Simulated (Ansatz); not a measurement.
# CH₃Ge (doublet): one geometry, many settings

Aim: run CH₃Ge (doublet) at one geometry under a spread of methods and options, and see what each costs and gives.

The runs use Ansatz 0.2.0, Gaussian basis; the settings change from run to run.

18 further runs of the same task are left out: 5 that didn't finish, 13 set aside as unsound or not needed.

## Step 1: The system

The geometry is a PBE0/def2-TZVP stationary point (not a proven minimum). No spin-orbit coupling is included. The filled d shell of Ge may be among the frozen orbitals whatever the setting's name suggests; the logs give the count.

5 atoms, charge 0, spin multiplicity 2.

Atoms are counted from 1 here; the program's logs count them from 0.

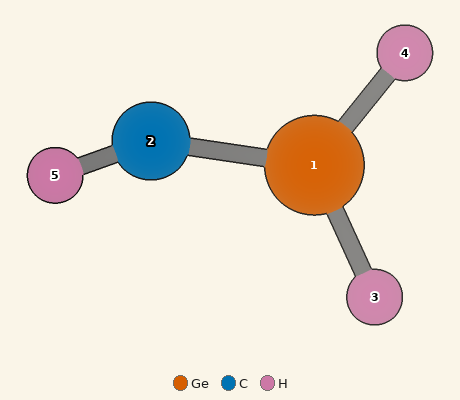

The structure; germanium orange, carbon blue, hydrogen pink; atoms are numbered from 1 in the order of the file.

## Step 2: BCCD(T) on ROHF/STO-3G

The input, in.yaml:

```yaml
crystal:
  periodic: [false, false, false]
  atoms:
    - {symbol: Ge, position_ang: [0.000000, 0.009227, 0.252245]}
    - {symbol: C, position_ang: [0.000000, -0.092669, -1.495242]}
    - {symbol: H, position_ang: [0.000000, 1.336281, 1.011005]}
    - {symbol: H, position_ang: [0.000000, -1.253031, 1.102338]}
    - {symbol: H, position_ang: [0.000000, 0.356035, -2.474658]}
basis:
  gaussian: {orbitals: STO-3G}
magnetization: {spin_polarized: false, initial_magnetization: 1}
correlation: {method: bccd_t, electrons: outside_noble_gas}
```

Command:

```sh
> ansatz run in.yaml --threads 1 --pin off --events-out ev --progress --plain --max-ram 2393MiB
```

What it wrote (excerpt; [...] marks lines left out):

```text
Functional definition: HF
  name "HF"
  cite "Fock, Z. Phys. 61, 126 (1930) doi:10.1007/BF01340294"
  parent pbe
[...]
283 factors; integrals over basis functions are off by at most 3.1e-5 eV
[...]
mean field -56891.89635936 eV, -2090.7386284941 hartree, gradient 7.2e-6 eV, S^2 0.750000; 1 other end points of the search recorded, 0 dependent functions left out
[...]
determinant -56891.89635936 eV, -2090.7386284941 hartree, with singles and doubles -56895.78751239 eV, -2090.8816257305 hartree
determinant -56889.82816306 eV, -2090.6626236821 hartree, with singles and doubles -56892.44562232 eV, -2090.7588135354 hartree
determinant -56891.88270029 eV, -2090.7381265327 hartree, with singles and doubles -56895.78969897 eV, -2090.8817060859 hartree
determinant -56891.88270029 eV, -2090.7381265327 hartree, with singles and doubles -56895.80621618 eV, -2090.8823130820 hartree
determinant -56891.89635936 eV, -2090.7386284941 hartree, with singles and doubles -56895.80376438 eV, -2090.8822229801 hartree
unrestricted determinant -56892.97558763 eV, -2090.7782894016 hartree, S^2 1.4316
15 core orbitals not correlated, not the lowest: weight in the atoms' cores, before any rotation towards them, 0.828 or more for the frozen orbitals, at most 0.175 for the correlated occupied ones
reference -56891.89635936 eV, -2090.7386284941 hartree; 6, 5 occupied and 5, 6 virtual orbitals, 283 factors
second order -2.65375999 eV of doubles, -0.03627321 eV of singles
cycle   1  -3.91413915 eV  change   -6.7e-3 eV  update   1.2e-2
[...]
cycle  12  -3.89354836 eV  change    4.1e-6 eV  update   3.9e-6
perturbative correction -0.03937643 eV, -0.0014470573 hartree
Total energy: -56895.82928415 eV, -2090.8831608143 hartree
```

It took 0.93 s on 1 thread of Arm Neoverse V2, shared host.

From the report: correlation -3.9329 eV; largest double amplitude 0.27.

## Step 3: MRCISD+Q(3,6)/STO-3G

Changes to in.yaml since step 2:

```diff
@@ -11,2 +11,2 @@
 magnetization: {spin_polarized: false, initial_magnetization: 1}
-correlation: {method: bccd_t, electrons: outside_noble_gas}
+correlation: {method: fic_mrcisd_q, electrons: all, active_space: {window: {electrons: 3, orbitals: 6}, states: [{multiplicity: 2, weights: [0.5, 0.5, 1, 1]}]}}
```

Same command.

What it wrote (excerpt; [...] marks lines left out):

```text
Functional definition: HF
  name "HF"
  cite "Fock, Z. Phys. 61, 126 (1930) doi:10.1007/BF01340294"
  parent pbe
[...]
363 factors; integrals over basis functions are off by at most 4.5e-8 eV
[...]
mean field -56891.89643912 eV, -2090.7386314253 hartree, gradient 7.9e-6 eV, S^2 0.750000; 0 other end points of the search recorded, 0 dependent functions left out
reference -56891.89643912 eV, -2090.7386314253 hartree; 21, 20 occupied and 5, 6 virtual orbitals, 363 factors
state -56893.30440870 eV, -2090.7903733528 hartree
state -56890.33234460 eV, -2090.6811520117 hartree
state -56889.04680880 eV, -2090.6339094426 hartree
state -56888.04846048 eV, -2090.5972208186 hartree
contracted CI cycle   1: correlation 0.00000000 eV, 0.0000000000 hartree, residual 1.07e1 eV
contracted CI cycle   2: correlation -2.34208899 eV, -0.0860701830 hartree, residual 3.26e0 eV
[...]
contracted CI cycle   2: correlation -2.27364601 eV, -0.0835549497 hartree, residual 3.38e0 eV
contracted CI cycle   3: correlation -2.52125189 eV, -0.0926542981 hartree, residual 9.96e-1 eV
contracted CI cycle   4: correlation -2.53774505 eV, -0.0932604103 hartree, residual 3.98e-1 eV
contracted CI cycle   5: correlation -2.54102018 eV, -0.0933807693 hartree, residual 1.67e-1 eV
contracted CI cycle   6: correlation -2.54161207 eV, -0.0934025207 hartree, residual 7.33e-2 eV
contracted CI cycle   7: correlation -2.54168609 eV, -0.0934052411 hartree, residual 2.87e-2 eV
contracted CI cycle   8: correlation -2.54169885 eV, -0.0934057098 hartree, residual 1.22e-2 eV
contracted CI cycle   9: correlation -2.54170082 eV, -0.0934057825 hartree, residual 4.29e-3 eV
contracted CI cycle  10: correlation -2.54170110 eV, -0.0934057925 hartree, residual 1.36e-3 eV
state -56888.04846048 eV, -2090.5972208186 hartree; corrected -56890.79411245 eV, -2090.6981216671 hartree
Total energy: -56892.16952396 eV, -2090.7486671079 hartree
```

It took 2.3 s on 1 thread of Arm Neoverse V2, shared host.

From the report: 44 determinants; active occupations (of the averaged states) 1.41, 0.87, 0.71, 0.01, 0.00, 0.00.

## Step 4: NEVPT2(3,7)/cc-pVDZ

Changes to in.yaml since step 3:

```diff
@@ -9,4 +9,4 @@
 basis:
-  gaussian: {orbitals: STO-3G}
+  gaussian: {orbitals: cc-pVDZ, point_charges: [{charge: -0.50, position_ang: [2.771, 0.084, 0.653]}]}
 magnetization: {spin_polarized: false, initial_magnetization: 1}
-correlation: {method: fic_mrcisd_q, electrons: all, active_space: {window: {electrons: 3, orbitals: 6}, states: [{multiplicity: 2, weights: [0.5, 0.5, 1, 1]}]}}
+correlation: {method: sc_nevpt2, electrons: outside_noble_gas, active_space: {window: {electrons: 3, orbitals: 7}}}
```

Same command.

What it wrote:

```text
Functional definition: HF
  name "HF"
  cite "Fock, Z. Phys. 61, 126 (1930) doi:10.1007/BF01340294"
  parent pbe
  exchange = exact_x
  correlation = 0
590 factors; integrals over basis functions are off by at most 1.0e-3 eV
mean field evaluation 1: about -57544.8664 eV, gradient 2.2e1 eV
mean field evaluation 2: about -57544.8684 eV, gradient 2.2e1 eV
mean field evaluation 4: about -57546.9794 eV, gradient 2.8e0 eV
mean field evaluation 8: about -57547.0355 eV, gradient 9.2e-4 eV
mean field evaluation 16: about -57546.9212 eV, gradient 1.6e0 eV
mean field -57547.03551906 eV, -2114.8145485437 hartree, gradient 3.0e-6 eV, S^2 0.750000; 4 other end points of the search recorded, 0 dependent functions left out
reference -57547.03551906 eV, -2114.8145485437 hartree; 21, 20 occupied and 35, 36 virtual orbitals, 590 factors
state -57548.18906812 eV, -2114.8569406900 hartree
state -57548.18906812 eV, -2114.8569406900 hartree; corrected -57552.84226242 eV, -2115.0279424262 hartree
Total energy: -57552.84226242 eV, -2115.0279424262 hartree
```

Run time: 3.5 s. Hardware: 1 thread of Arm Neoverse V2, shared host.

From the report: 147 determinants; active occupations 1.88, 0.99, 0.11, 0.01, 0.00, 0.00, 0.00.

## Step 5: CCSD on ROHF/cc-pVDZ

Changes to in.yaml since step 4:

```diff
@@ -9,4 +9,4 @@
 basis:
-  gaussian: {orbitals: cc-pVDZ, point_charges: [{charge: -0.50, position_ang: [2.771, 0.084, 0.653]}]}
+  gaussian: {orbitals: cc-pVDZ}
 magnetization: {spin_polarized: false, initial_magnetization: 1}
-correlation: {method: sc_nevpt2, electrons: outside_noble_gas, active_space: {window: {electrons: 3, orbitals: 7}}}
+correlation: {method: ccsd, electrons: outside_noble_gas, diis_vectors: 4}
```

Launched as before.

What it wrote (excerpt; [...] marks lines left out):

```text
Functional definition: HF
  name "HF"
  cite "Fock, Z. Phys. 61, 126 (1930) doi:10.1007/BF01340294"
  parent pbe
[...]
590 factors; integrals over basis functions are off by at most 1.0e-3 eV
[...]
mean field -57546.81419109 eV, -2114.8064148910 hartree, gradient 2.5e-6 eV, S^2 0.750000; 6 other end points of the search recorded, 0 dependent functions left out
[...]
determinant -57546.81419109 eV, -2114.8064148910 hartree, with singles and doubles -57553.52695277 eV, -2115.0531043324 hartree
determinant -57545.45336133 eV, -2114.7564053198 hartree, with singles and doubles -57551.83123619 eV, -2114.9907878977 hartree
determinant -57543.43673988 eV, -2114.6822958482 hartree, with singles and doubles -57549.75927197 eV, -2114.9146446171 hartree
determinant -57546.75611788 eV, -2114.8042807399 hartree, with singles and doubles -57553.52172446 eV, -2115.0529121957 hartree
determinant -57546.75611788 eV, -2114.8042807399 hartree, with singles and doubles -57553.52434930 eV, -2115.0530086567 hartree
determinant -57546.81419109 eV, -2114.8064148910 hartree, with singles and doubles -57553.52919297 eV, -2115.0531866584 hartree
unrestricted determinant -57547.32596567 eV, -2114.8252222599 hartree, S^2 1.2833
15 core orbitals not correlated: weight in the atoms' cores, before any rotation towards them, 0.999 or more for the frozen orbitals, at most 0.001 for the correlated occupied ones
reference -57546.81419109 eV, -2114.8064148910 hartree; 6, 5 occupied and 35, 36 virtual orbitals, 590 factors
second order -5.67084605 eV of doubles, -0.06393906 eV of singles
cycle   1  -6.71500242 eV  change   -5.4e-7 eV  update   1.8e-6
Total energy: -57553.52919351 eV, -2115.0531866784 hartree
```

Run time: 9.5 s. Hardware: 1 thread of Arm Neoverse V2, shared host.

From the report: correlation -6.7150 eV; T1 0.029; largest double amplitude 0.16.

## Step 6: CCSD(T) on ROHF/cc-pVDZ

Changes to in.yaml since step 5:

```diff
@@ -11,2 +11,4 @@
 magnetization: {spin_polarized: false, initial_magnetization: 1}
-correlation: {method: ccsd, electrons: outside_noble_gas, diis_vectors: 4}
+correlation: {method: ccsd_t, electrons: outside_noble_gas}
+accuracy: high
+output: {forces: true}
```

The command is unchanged.

What it wrote (excerpt; [...] marks lines left out):

```text
Functional definition: HF
  name "HF"
  cite "Fock, Z. Phys. 61, 126 (1930) doi:10.1007/BF01340294"
  parent pbe
[...]
1202 factors; integrals over basis functions are off by at most 4.4e-9 eV
[...]
mean field -57546.81436195 eV, -2114.8064211700 hartree, gradient 1.8e-8 eV, S^2 0.750000; 6 other end points of the search recorded, 0 dependent functions left out
[...]
determinant -57546.81436195 eV, -2114.8064211700 hartree, with singles and doubles -57553.52712967 eV, -2115.0531108335 hartree
determinant -57545.45353327 eV, -2114.7564116383 hartree, with singles and doubles -57551.83141948 eV, -2114.9907946335 hartree
determinant -57543.43692343 eV, -2114.6823025935 hartree, with singles and doubles -57549.75946348 eV, -2114.9146516551 hartree
determinant -57546.75628822 eV, -2114.8042869998 hartree, with singles and doubles -57553.52190364 eV, -2115.0529187805 hartree
[...]
reference -57546.81436195 eV, -2114.8064211700 hartree; 6, 5 occupied and 35, 36 virtual orbitals, 1202 factors
second order -5.67088527 eV of doubles, -0.06393915 eV of singles
cycle   1  -6.71500828 eV  change   -5.3e-7 eV  update   1.8e-6
[...]
cycle  15  -6.71500778 eV  change  -6.7e-10 eV  update   1.2e-9
perturbative correction -0.24888817 eV, -0.0091464715 hartree
[...]
Total energy: -57553.77825790 eV, -2115.0623396258 hartree
Atom 0 at     0.000000     0.009227     0.252245 Å, force     0.000000     0.073292     1.036775 eV/Å
Atom 1 at     0.000000    -0.092669    -1.495242 Å, force    -0.000000    -0.332398    -0.693796 eV/Å
Atom 2 at     0.000000     1.336281     1.011005 Å, force    -0.000000     0.149249     0.094000 eV/Å
Atom 3 at     0.000000    -1.253031     1.102338 Å, force     0.000000    -0.143605     0.101319 eV/Å
Atom 4 at     0.000000     0.356035    -2.474658 Å, force     0.000000     0.253462    -0.538297 eV/Å
Dipole moment:    -0.000000     0.084339     0.120815 e Å
```

Wall time 24 s (1 thread of Arm Neoverse V2, shared host); peak memory 0.3 GiB.

From the report: correlation -6.9639 eV; T1 0.029; largest double amplitude 0.16.

## Step 7: All runs side by side

Where basis and cores are those of an earlier RCCSDT(Q)/cc-pVDZ run (-57553.8353 eV), and the state is the same kind, the miss against it is given.

```csv
level,correlated,functions,energy (eV),from RCCSDT(Q) (meV),time
BCCD(T) on ROHF/STO-3G,outside noble gas,26,-56895.8293,,0.93 s
"MRCISD+Q(3,6)/STO-3G (mean of several states)",all,26,-56892.1695,,2.3 s
"NEVPT2(3,7)/cc-pVDZ (beside a point charge)",outside noble gas,56,-57552.8423,,3.5 s
CCSD on ROHF/cc-pVDZ,outside noble gas,56,-57553.5292,306.1,9.5 s
CCSD(T) on ROHF/cc-pVDZ,outside noble gas,56,-57553.7783,57.1,24 s
```

## Step 8: Results

| quantity | value |
| --- | --- |
| runs | 5 |
| quickest | BCCD(T) on ROHF/STO-3G, 0.93 s |
| slowest | CCSD(T) on ROHF/cc-pVDZ, 24 s |

What this shows: Total energies in different bases, with other cores or another treatment of relativity can't be set against each other. CCSD(T) on ROHF/cc-pVDZ took 26 times as long as BCCD(T) on ROHF/STO-3G; the jobs differ in more than the method. Among the correlated runs with a miss given, it spans +57 to +306 meV.
